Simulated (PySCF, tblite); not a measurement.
# C₅H₇F: a rotation path, then NMR shifts on frames

How do NMR shifts of C₅H₇F (`CC#CCCF`) change as the atoms move?

Programs: tblite 0.8.0 and PySCF 2.14.0, with density-fitted response routines of our own. Each step states its level of theory. These are calculated values for one molecule in the gas phase, unless marked as measured. Atoms are numbered from 0 throughout.

## Step 1: The starting structure

13 atoms, charge 0, multiplicity 1; geometry from: GFN2-xTB.

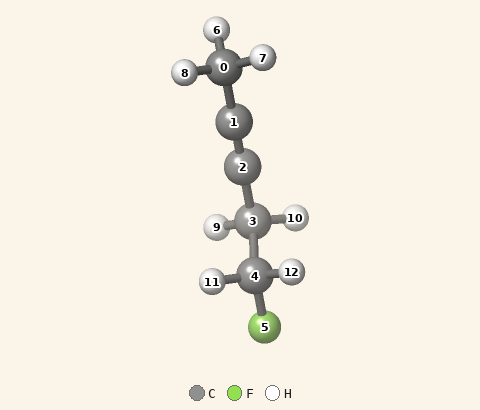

As it starts; carbon grey, fluorine green, hydrogen white, atoms numbered.

## Step 2: The rotation path with GFN2-xTB

What the job is given:

```
{"job": {"kind": "neb", "xc": "GFN2-xTB", "basis": "xTB", "atoms": [2, 3, 4, 5], "turn": 120}, "charge": 0, "multiplicity": 1}
C      2.737931    -0.214236     0.035334
C      1.327146     0.019444     0.254796
C      0.161121     0.217692     0.446190
C     -1.253258     0.452031     0.666084
C     -2.080331    -0.194902    -0.441728
F     -3.418637     0.032117    -0.225277
H      3.309794     0.132838     0.895685
H      3.072333     0.323373    -0.851776
H      2.922082    -1.279133    -0.105821
H     -1.551902     0.032725     1.631168
H     -1.451020     1.527667     0.683004
H     -1.940451    -1.280702    -0.463064
H     -1.839196     0.231572    -1.420914
```

With the program's defaults for keys left out, this is: GFN2-xTB climbing-image nudged elastic band, gas phase.

Command:

```console
> OMP_NUM_THREADS=1 python probes_run.py task.json out
```

This one command runs all jobs of the session in turn.

What it wrote:

```text
image   E - E0 / eV
  0      -0.0000
  1       0.0095
  2       0.0335
  3       0.0634
  4       0.0855
  5       0.0898
  6       0.0757
  7       0.0537
  8       0.0389
```

Wall time 1.7 s (1 thread of Intel Xeon Platinum 8375C at 2.90GHz, shared host); peak memory 0.18 GiB.

The final band, with the dihedral C2–C3–C4–F5:

```csv
image,dihedral (°),energy (eV),energy (kcal/mol)
0,-180,0.000,0.0
1,-168,0.009,0.2
2,-155,0.034,0.8
3,-141,0.063,1.5
4,-127,0.086,2.0
5,-114,0.090,2.1
6,-100,0.076,1.7
7,-86,0.054,1.2
8,-70,0.039,0.9
```

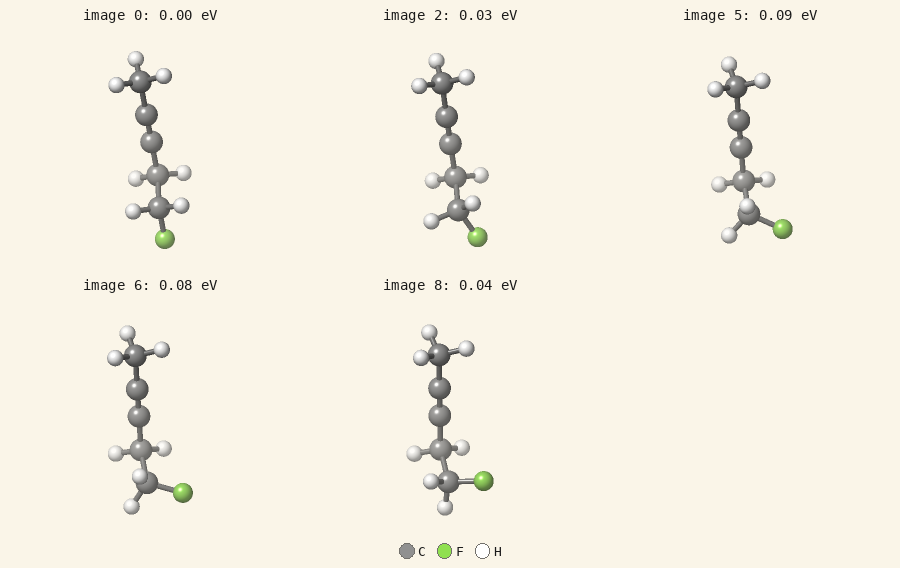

Images along the band.

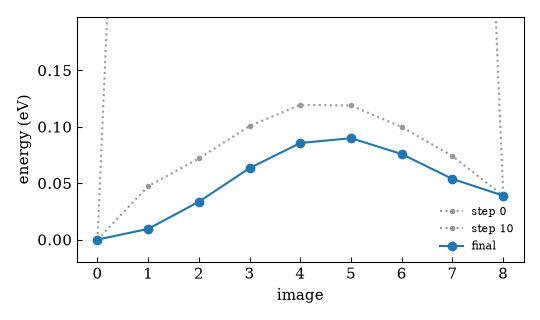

Energy along the band, early and final.

## Step 3: NMR shieldings: image 0, PBE0/pcSseg-1

What the job is given:

```
{"job": {"kind": "nmr", "xc": "PBE0", "basis": "pcSseg-1", "pop": false}, "charge": 0, "multiplicity": 1}
C      2.737900    -0.214200     0.035300
C      1.327100     0.019400     0.254800
C      0.161100     0.217700     0.446200
C     -1.253300     0.452000     0.666100
C     -2.080300    -0.194900    -0.441700
F     -3.418600     0.032100    -0.225300
H      3.309800     0.132800     0.895700
H      3.072300     0.323400    -0.851800
H      2.922100    -1.279100    -0.105800
H     -1.551900     0.032700     1.631200
H     -1.451000     1.527700     0.683000
H     -1.940500    -1.280700    -0.463100
H     -1.839200     0.231600    -1.420900
```

Method: GIAO PBE0/pcSseg-1 NMR shielding, non-relativistic, gas phase.

What it wrote:

```text
coarse grid: 10856 points
cycle   1  E = -294.0562432241  dE =  6.681e-01  |g| = 5.194e-01  |ddm| = 3.626e+00
cycle   2  E = -294.0440097353  dE =  1.223e-02  |g| = 6.303e-01  |ddm| = 1.320e+00
cycle   3  E = -294.1082531924  dE = -6.424e-02  |g| = 8.459e-02  |ddm| = 7.411e-01
cycle   4  E = -294.1093103274  dE = -1.057e-03  |g| = 3.918e-02  |ddm| = 1.137e-01
cycle   5  E = -294.1096009201  dE = -2.906e-04  |g| = 1.875e-02  |ddm| = 4.250e-02
cycle   6  E = -294.1096833512  dE = -8.243e-05  |g| = 2.822e-03  |ddm| = 1.592e-02
cycle   7  E = -294.1096852753  dE = -1.924e-06  |g| = 4.204e-04  |ddm| = 3.648e-03
final grid: 105248 points
cycle   8  E = -294.1544866826  dE = -3.265e-05  |g| = 7.212e-03  |ddm| = 4.327e-02
cycle   9  E = -294.1544828927  dE =  3.790e-06  |g| = 8.826e-03  |ddm| = 1.637e-02
cycle  10  E = -294.1544986185  dE = -1.573e-05  |g| = 1.147e-03  |ddm| = 8.913e-03
cycle  11  E = -294.1544988302  dE = -2.117e-07  |g| = 2.911e-04  |ddm| = 1.270e-03
cycle  12  E = -294.1544988415  dE = -1.125e-08  |g| = 1.903e-04  |ddm| = 3.120e-04
cycle  13  E = -294.1544988500  dE = -8.491e-09  |g| = 2.020e-05  |ddm| = 1.419e-04
cycle  14  E = -294.1544988501  dE = -8.265e-11  |g| = 6.432e-06  |ddm| = 2.342e-05
converged SCF energy = -294.1544988501

GIAO shielding tensors (ppm)
atom      isotropic    diamagn.    paramagn.     s11        s22        s33       span
  0 C      182.342     253.481     -71.138    174.958    175.127    196.942     21.984
  1 C      101.737     265.699    -163.961     14.231     19.590    271.391    257.160
  2 C      107.967     265.791    -157.824     22.345     24.872    276.685    254.340
  3 C      163.144     249.728     -86.584    143.664    165.792    179.976     36.312
  4 C      101.336     245.872    -144.536     63.367     79.947    160.694     97.326
  5 F      410.704     467.836     -57.131    384.341    384.748    463.024     78.683
  6 H       29.741      27.819       1.922     24.593     27.924     36.705     12.112
  7 H       29.768      29.455       0.313     24.598     28.087     36.618     12.021
  8 H       29.771      29.552       0.219     24.587     28.134     36.593     12.006
  9 H       28.966      29.273      -0.306     24.358     28.346     34.194      9.836
 10 H       28.965      29.405      -0.440     24.357     28.344     34.194      9.837
 11 H       27.009      29.957      -2.948     22.812     28.252     29.963      7.151
 12 H       27.008      30.017      -3.008     22.812     28.250     29.963      7.151
```

It took 10 s on 1 thread of Intel Xeon Platinum 8375C at 2.90GHz, shared host; peak memory 0.65 GiB.

The references, computed at this level on geometries of the same kind, shield at (ppm): 1H TMS 31.72, 13C TMS 186.9, 19F CFCl3 170.9. Their shielding less the atom's gives the shift. The references are single molecules in the gas phase, so shifts against H2O, NH3, PH3, H3PO4 or CFCl3 are not on the usual liquid scales and can be off by tens of ppm. Each atom is listed at this fixed geometry, with no averaging over motion; a spectrum would average atoms that exchange fast.

| atoms | environment | σ (ppm) | δ (ppm) |
| --- | --- | --- | --- |
| C4 | sp3 CH2 bonded to F | 101.3 | 85.6 |
| C1 | alkyne carbon | 101.7 | 85.2 |
| C2 | alkyne carbon | 108.0 | 79.0 |
| C3 | propargylic sp3 CH2 | 163.1 | 23.8 |
| C0 | propargylic methyl carbon | 182.3 | 4.6 |
| H12 | hydrogen on an sp3 CH2 bonded to F | 27.01 | 4.71 |
| H11 | hydrogen on an sp3 CH2 bonded to F | 27.01 | 4.71 |
| H10 | hydrogen on a propargylic sp3 CH2 | 28.96 | 2.75 |
| H9 | hydrogen on a propargylic sp3 CH2 | 28.97 | 2.75 |
| H6 | hydrogen on a propargylic methyl carbon | 29.74 | 1.98 |
| H7 | hydrogen on a propargylic methyl carbon | 29.77 | 1.95 |
| H8 | hydrogen on a propargylic methyl carbon | 29.77 | 1.95 |
| F5 | fluorine on an sp3 carbon | 410.7 | -239.8 |

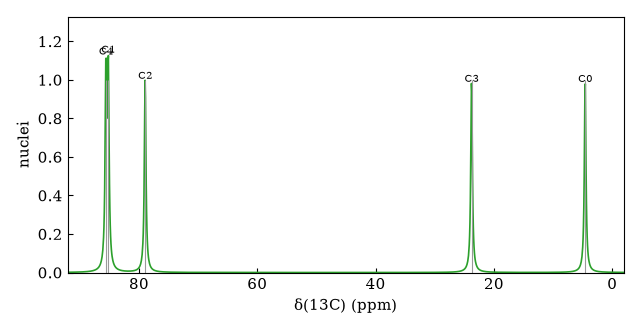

13C lines at the computed shifts, without couplings. Lines are broadened to a width of 0.32 ppm (Lorentzian).

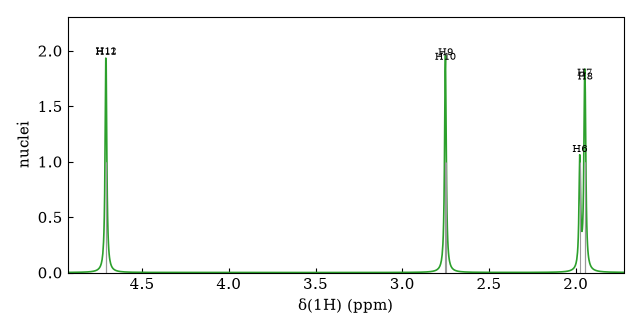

1H lines at the computed shifts, without couplings. Lines are broadened to a width of 0.01 ppm (Lorentzian).

## Step 4: Shielding tensors: image 2, PBE0/pcSseg-1

What the job is given:

```
{"job": {"kind": "nmr", "xc": "PBE0", "basis": "pcSseg-1", "pop": false}, "charge": 0, "multiplicity": 1}
C      2.745800    -0.160000     0.003700
C      1.329000     0.016400     0.242700
C      0.163500     0.180900     0.469400
C     -1.254700     0.375700     0.706200
C     -2.093800    -0.220400    -0.425400
F     -3.303500     0.428600    -0.499400
H      3.308800     0.150600     0.884000
H      3.058900     0.444900    -0.847600
H      2.966800    -1.207300    -0.203900
H     -1.537400    -0.082300     1.657800
H     -1.470000     1.447200     0.765000
H     -2.312900    -1.278500    -0.251400
H     -1.604700    -0.095200    -1.397300
```

Level: GIAO PBE0/pcSseg-1 NMR shielding, non-relativistic, gas phase.

What it wrote:

```text
coarse grid: 10856 points
cycle   1  E = -294.0540076199  dE =  6.648e-01  |g| = 5.214e-01  |ddm| = 3.584e+00
cycle   2  E = -294.0409400646  dE =  1.307e-02  |g| = 6.357e-01  |ddm| = 1.301e+00
cycle   3  E = -294.1065718307  dE = -6.563e-02  |g| = 8.441e-02  |ddm| = 7.378e-01
cycle   4  E = -294.1076266516  dE = -1.055e-03  |g| = 3.920e-02  |ddm| = 1.165e-01
cycle   5  E = -294.1079165648  dE = -2.899e-04  |g| = 1.890e-02  |ddm| = 4.264e-02
cycle   6  E = -294.1080003286  dE = -8.376e-05  |g| = 2.821e-03  |ddm| = 1.612e-02
cycle   7  E = -294.1080022503  dE = -1.922e-06  |g| = 4.101e-04  |ddm| = 3.542e-03
final grid: 105248 points
cycle   8  E = -294.1523495846  dE = -3.120e-05  |g| = 7.074e-03  |ddm| = 4.316e-02
cycle   9  E = -294.1523464836  dE =  3.101e-06  |g| = 8.468e-03  |ddm| = 1.650e-02
cycle  10  E = -294.1523612540  dE = -1.477e-05  |g| = 1.087e-03  |ddm| = 8.562e-03
cycle  11  E = -294.1523614427  dE = -1.888e-07  |g| = 2.069e-04  |ddm| = 1.227e-03
cycle  12  E = -294.1523614447  dE = -1.983e-09  |g| = 1.727e-04  |ddm| = 2.389e-04
cycle  13  E = -294.1523614519  dE = -7.171e-09  |g| = 2.328e-05  |ddm| = 1.336e-04
cycle  14  E = -294.1523614520  dE = -1.147e-10  |g| = 6.620e-06  |ddm| = 2.553e-05
converged SCF energy = -294.1523614520

GIAO shielding tensors (ppm)
atom      isotropic    diamagn.    paramagn.     s11        s22        s33       span
  0 C      182.179     253.160     -70.981    174.722    175.125    196.689     21.967
  1 C      101.627     265.470    -163.843     16.407     20.384    268.090    251.683
  2 C      106.617     265.170    -158.554     17.243     25.449    277.157    259.914
  3 C      162.978     250.104     -87.126    141.685    166.594    180.654     38.969
  4 C      100.381     245.995    -145.614     62.861     80.453    157.830     94.969
  5 F      405.219     468.252     -63.033    364.613    381.248    469.794    105.181
  6 H       29.700      27.815       1.885     24.551     27.926     36.622     12.071
  7 H       29.740      29.291       0.449     24.570     28.084     36.566     11.996
  8 H       29.781      29.362       0.418     24.635     28.084     36.623     11.988
  9 H       28.820      29.254      -0.435     24.249     28.135     34.075      9.825
 10 H       29.068      29.642      -0.574     24.297     28.735     34.172      9.875
 11 H       26.805      29.525      -2.720     22.998     27.837     29.580      6.583
 12 H       27.051      30.235      -3.184     22.553     28.009     30.592      8.040
```

It took 9.8 s on 1 thread of Intel Xeon Platinum 8375C at 2.90GHz, shared host; peak memory 0.7 GiB.

This run: δ C4 86.5, C1 85.3, C2 80.3, C3 23.9, H11 4.91, H12 4.67 ppm.

## Step 5: Shielding tensors: image 5, PBE0/pcSseg-1

What the job is given:

```
{"job": {"kind": "nmr", "xc": "PBE0", "basis": "pcSseg-1", "pop": false}, "charge": 0, "multiplicity": 1}
C      2.737700    -0.076700    -0.045300
C      1.322100     0.037700     0.233600
C      0.160300     0.157000     0.503000
C     -1.261300     0.271300     0.771200
C     -2.108300    -0.246200    -0.399600
F     -2.808300     0.785700    -0.978300
H      3.308600     0.173500     0.849100
H      3.016400     0.608400    -0.846300
H      2.983900    -1.095200    -0.346500
H     -1.503000    -0.281700     1.682000
H     -1.515000     1.322600     0.934500
H     -2.853500    -0.975000    -0.067300
H     -1.483900    -0.681000    -1.186500
```

Method: GIAO PBE0/pcSseg-1 NMR shielding, non-relativistic, gas phase.

What it wrote:

```text
coarse grid: 10856 points
cycle   1  E = -294.0474745703  dE =  6.693e-01  |g| = 5.304e-01  |ddm| = 3.570e+00
cycle   2  E = -294.0314945711  dE =  1.598e-02  |g| = 6.560e-01  |ddm| = 1.068e+00
cycle   3  E = -294.1024974432  dE = -7.100e-02  |g| = 8.381e-02  |ddm| = 5.092e-01
cycle   4  E = -294.1035390226  dE = -1.042e-03  |g| = 3.889e-02  |ddm| = 1.021e-01
cycle   5  E = -294.1038195606  dE = -2.805e-04  |g| = 1.926e-02  |ddm| = 4.120e-02
cycle   6  E = -294.1039064706  dE = -8.691e-05  |g| = 2.900e-03  |ddm| = 1.578e-02
cycle   7  E = -294.1039084974  dE = -2.027e-06  |g| = 3.371e-04  |ddm| = 3.430e-03
final grid: 105248 points
cycle   8  E = -294.1480482625  dE = -3.148e-05  |g| = 7.086e-03  |ddm| = 4.105e-02
cycle   9  E = -294.1480454008  dE =  2.862e-06  |g| = 8.389e-03  |ddm| = 1.395e-02
cycle  10  E = -294.1480600820  dE = -1.468e-05  |g| = 1.072e-03  |ddm| = 6.417e-03
cycle  11  E = -294.1480602680  dE = -1.860e-07  |g| = 2.032e-04  |ddm| = 9.020e-04
cycle  12  E = -294.1480602699  dE = -1.953e-09  |g| = 1.665e-04  |ddm| = 2.318e-04
cycle  13  E = -294.1480602766  dE = -6.677e-09  |g| = 2.190e-05  |ddm| = 1.289e-04
cycle  14  E = -294.1480602767  dE = -1.019e-10  |g| = 6.059e-06  |ddm| = 2.392e-05
converged SCF energy = -294.1480602767

GIAO shielding tensors (ppm)
atom      isotropic    diamagn.    paramagn.     s11        s22        s33       span
  0 C      182.119     252.896     -70.777    174.770    175.258    196.330     21.560
  1 C      102.333     265.652    -163.319     19.895     23.901    263.204    243.309
  2 C      102.078     263.373    -161.294      5.698     23.574    276.963    271.265
  3 C      162.500     251.116     -88.615    143.033    163.827    180.641     37.607
  4 C       97.447     244.378    -146.931     63.627     82.624    146.090     82.463
  5 F      398.566     469.831     -71.266    339.133    373.975    482.590    143.457
  6 H       29.664      27.757       1.907     24.518     27.901     36.574     12.056
  7 H       29.687      29.214       0.473     24.520     28.063     36.478     11.959
  8 H       29.767      29.226       0.541     24.659     28.063     36.580     11.920
  9 H       28.945      29.606      -0.660     23.775     28.581     34.481     10.706
 10 H       29.038      29.497      -0.460     24.798     28.275     34.040      9.243
 11 H       26.699      28.586      -1.887     22.397     27.711     29.988      7.591
 12 H       26.857      30.079      -3.222     22.899     27.512     30.159      7.261
```

It took 10 s on 1 thread of Intel Xeon Platinum 8375C at 2.90GHz, shared host; peak memory 0.7 GiB.

In short: δ C4 89.5, C2 84.8, C1 84.6, C3 24.4, H11 5.02, H12 4.86 ppm.

## Step 6: Nuclear shieldings: image 6, PBE0/pcSseg-1

What the job is given:

```
{"job": {"kind": "nmr", "xc": "PBE0", "basis": "pcSseg-1", "pop": false}, "charge": 0, "multiplicity": 1}
C      2.732200    -0.048200    -0.060600
C      1.317400     0.045300     0.229600
C      0.156800     0.148700     0.509800
C     -1.264500     0.238800     0.789800
C     -2.111700    -0.250200    -0.390200
F     -2.582200     0.816700    -1.117400
H      3.306600     0.178900     0.837700
H      2.999900     0.664000    -0.841400
H      2.985600    -1.054600    -0.395100
H     -1.496400    -0.351800     1.679400
H     -1.530500     1.280300     0.991300
H     -2.992800    -0.802600    -0.049200
H     -1.525000    -0.865000    -1.079800
```

Method: GIAO PBE0/pcSseg-1 NMR shielding, non-relativistic, gas phase.

What it wrote:

```text
coarse grid: 10856 points
cycle   1  E = -294.0480461674  dE =  6.710e-01  |g| = 5.322e-01  |ddm| = 3.572e+00
cycle   2  E = -294.0312538643  dE =  1.679e-02  |g| = 6.610e-01  |ddm| = 1.074e+00
cycle   3  E = -294.1037092399  dE = -7.246e-02  |g| = 8.336e-02  |ddm| = 5.028e-01
cycle   4  E = -294.1047383544  dE = -1.029e-03  |g| = 3.841e-02  |ddm| = 1.005e-01
cycle   5  E = -294.1050090354  dE = -2.707e-04  |g| = 1.929e-02  |ddm| = 4.099e-02
cycle   6  E = -294.1050960984  dE = -8.706e-05  |g| = 2.979e-03  |ddm| = 1.575e-02
cycle   7  E = -294.1050982349  dE = -2.137e-06  |g| = 3.085e-04  |ddm| = 3.515e-03
final grid: 105248 points
cycle   8  E = -294.1489988663  dE = -3.144e-05  |g| = 7.172e-03  |ddm| = 3.968e-02
cycle   9  E = -294.1489958619  dE =  3.004e-06  |g| = 8.518e-03  |ddm| = 1.370e-02
cycle  10  E = -294.1490109366  dE = -1.507e-05  |g| = 1.081e-03  |ddm| = 6.228e-03
cycle  11  E = -294.1490111275  dE = -1.909e-07  |g| = 2.183e-04  |ddm| = 9.198e-04
cycle  12  E = -294.1490111304  dE = -2.954e-09  |g| = 1.739e-04  |ddm| = 2.489e-04
cycle  13  E = -294.1490111377  dE = -7.257e-09  |g| = 2.141e-05  |ddm| = 1.337e-04
cycle  14  E = -294.1490111378  dE = -9.584e-11  |g| = 6.012e-06  |ddm| = 2.389e-05
converged SCF energy = -294.1490111378

GIAO shielding tensors (ppm)
atom      isotropic    diamagn.    paramagn.     s11        s22        s33       span
  0 C      182.126     252.921     -70.796    174.835    175.173    196.369     21.535
  1 C      102.807     265.723    -162.915     19.709     23.958    264.754    245.045
  2 C      101.452     263.112    -161.659      5.258     22.924    276.174    270.916
  3 C      162.220     251.428     -89.209    146.743    161.472    178.443     31.700
  4 C       97.311     243.274    -145.963     65.030     83.277    143.626     78.596
  5 F      400.963     471.239     -70.276    344.612    381.529    476.748    132.136
  6 H       29.667      27.778       1.889     24.514     27.903     36.585     12.071
  7 H       29.672      29.249       0.423     24.507     28.057     36.452     11.944
  8 H       29.760      29.238       0.522     24.653     28.047     36.580     11.927
  9 H       29.125      29.662      -0.538     23.764     28.721     34.890     11.126
 10 H       29.014      29.382      -0.368     24.977     28.001     34.064      9.086
 11 H       26.773      28.214      -1.441     22.242     27.690     30.386      8.144
 12 H       26.837      29.922      -3.085     23.151     27.532     29.827      6.676
```

Run time: 11 s. Hardware: 1 thread of Intel Xeon Platinum 8375C at 2.90GHz, shared host; peak memory 0.7 GiB.

In short: δ C4 89.6, C2 85.5, C1 84.1, C3 24.7, H11 4.94, H12 4.88 ppm.

## Step 7: Nuclear shieldings: image 8, PBE0/pcSseg-1

What the job is given:

```
{"job": {"kind": "nmr", "xc": "PBE0", "basis": "pcSseg-1", "pop": false}, "charge": 0, "multiplicity": 1}
C      2.716600     0.019000    -0.090100
C      1.308400     0.072400     0.236800
C      0.147300     0.118800     0.527600
C     -1.272300     0.172500     0.826600
C     -2.116300    -0.252200    -0.374000
F     -2.061800     0.695900    -1.366000
H      3.314700     0.167000     0.809000
H      2.959500     0.799900    -0.810400
H      2.962800    -0.950800    -0.522400
H     -1.497400    -0.496400     1.661600
H     -1.544500     1.192500     1.112400
H     -3.171700    -0.350900    -0.097000
H     -1.749600    -1.187200    -0.810500
```

With the program's defaults for keys left out, this is: GIAO PBE0/pcSseg-1 NMR shielding, non-relativistic, gas phase.

What it wrote:

```text
coarse grid: 10856 points
cycle   1  E = -294.0511323170  dE =  6.735e-01  |g| = 5.336e-01  |ddm| = 3.610e+00
cycle   2  E = -294.0329878755  dE =  1.814e-02  |g| = 6.679e-01  |ddm| = 1.177e+00
cycle   3  E = -294.1075980048  dE = -7.461e-02  |g| = 8.356e-02  |ddm| = 5.968e-01
cycle   4  E = -294.1086264081  dE = -1.028e-03  |g| = 3.809e-02  |ddm| = 1.000e-01
cycle   5  E = -294.1088889953  dE = -2.626e-04  |g| = 1.937e-02  |ddm| = 4.131e-02
cycle   6  E = -294.1089766634  dE = -8.767e-05  |g| = 3.138e-03  |ddm| = 1.593e-02
cycle   7  E = -294.1089790259  dE = -2.363e-06  |g| = 2.697e-04  |ddm| = 3.556e-03
final grid: 105248 points
cycle   8  E = -294.1523986103  dE = -3.109e-05  |g| = 7.280e-03  |ddm| = 3.942e-02
cycle   9  E = -294.1523953329  dE =  3.277e-06  |g| = 8.715e-03  |ddm| = 1.398e-02
cycle  10  E = -294.1524109344  dE = -1.560e-05  |g| = 1.080e-03  |ddm| = 6.792e-03
cycle  11  E = -294.1524111302  dE = -1.959e-07  |g| = 2.194e-04  |ddm| = 1.017e-03
cycle  12  E = -294.1524111331  dE = -2.841e-09  |g| = 1.795e-04  |ddm| = 2.569e-04
cycle  13  E = -294.1524111408  dE = -7.717e-09  |g| = 2.062e-05  |ddm| = 1.372e-04
cycle  14  E = -294.1524111409  dE = -8.697e-11  |g| = 5.702e-06  |ddm| = 2.217e-05
converged SCF energy = -294.1524111409

GIAO shielding tensors (ppm)
atom      isotropic    diamagn.    paramagn.     s11        s22        s33       span
  0 C      182.214     253.289     -71.075    174.814    175.229    196.600     21.786
  1 C      102.552     265.738    -163.187     17.208     21.200    269.247    252.038
  2 C      103.393     263.548    -160.155     12.449     23.039    274.692    262.242
  3 C      162.147     252.133     -89.986    152.255    160.812    173.373     21.118
  4 C       99.634     240.811    -141.177     66.929     84.946    147.027     80.098
  5 F      411.288     475.005     -63.717    368.819    409.133    455.912     87.093
  6 H       29.732      27.792       1.940     24.573     27.908     36.713     12.140
  7 H       29.670      29.374       0.297     24.517     28.083     36.411     11.894
  8 H       29.735      29.537       0.198     24.580     28.066     36.559     11.979
  9 H       29.513      29.574      -0.061     24.155     28.635     35.750     11.596
 10 H       28.896      29.457      -0.561     24.517     27.731     34.440      9.923
 11 H       26.955      27.461      -0.505     22.450     27.281     31.134      8.684
 12 H       26.937      29.359      -2.422     23.188     26.915     30.708      7.521
```

Run time: 10 s. Hardware: 1 thread of Intel Xeon Platinum 8375C at 2.90GHz, shared host; peak memory 0.7 GiB.

In short: δ C4 87.3, C1 84.4, C2 83.5, C3 24.8, H12 4.78, H11 4.76 ppm.

## Step 8: Comparing the runs: NMR shifts

Shifts (ppm) of some atoms, chosen among heavy atoms and hydrogens apart, with basis size and wall time:

```csv
frame,C4,C1,C2,C3,H11,H9,F5,functions,time
image 0,85.6,85.2,79.0,23.8,4.71,2.75,-239.8,137,10 s
image 2,86.5,85.3,80.3,23.9,4.91,2.90,-234.3,137,9.8 s
image 5,89.5,84.6,84.8,24.4,5.02,2.77,-227.6,137,10 s
image 6,89.6,84.1,85.5,24.7,4.94,2.59,-230.0,137,11 s
image 8,87.3,84.4,83.5,24.8,4.76,2.20,-240.3,137,10 s
```

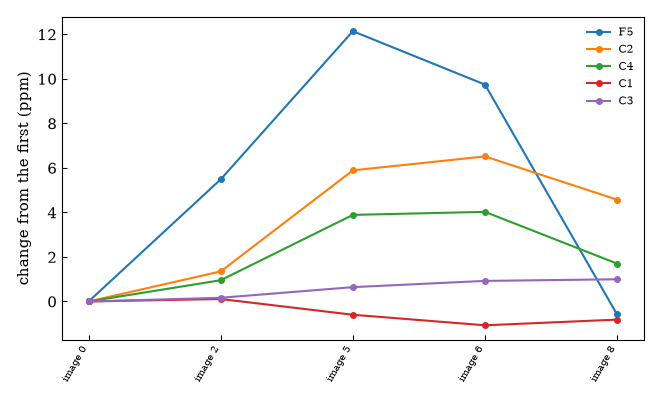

How five of the tabulated atoms move from run to run.

## Step 9: What came out

| quantity | value |
| --- | --- |
| barrier | 0.090 eV (2.1 kcal/mol) at image 5 |
| end to end (GFN2-xTB) | 0.039 eV |
| 13C shifts against TMS (PBE0/pcSseg-1, image 0) | 85.6, 85.2, 79.0, 23.8, 4.6 ppm |
| 1H shifts against TMS (PBE0/pcSseg-1, image 0) | 4.71, 4.71, 2.75, 2.75, 1.98, 1.95, 1.95 ppm |
| 19F shifts against CFCl3 (PBE0/pcSseg-1, image 0) | -239.8 ppm |
| range of the shift of F5 | -240.3 to -227.6 ppm |

What this shows: Along the band the dihedral turns by 110°, and the top (dihedral -114°) lies 2.1 kcal/mol above the start (GFN2-xTB, rough), so at room temperature this motion is fast. Ends this close can change order at a higher level. The top was not checked by a frequency run. Shifts at one fixed geometry are not the observed spectrum, which averages over the motion. In ppm, F5 moves most: its shift spreads over 12.7 ppm, from -240.3 (image 8) to -227.6 (image 5).
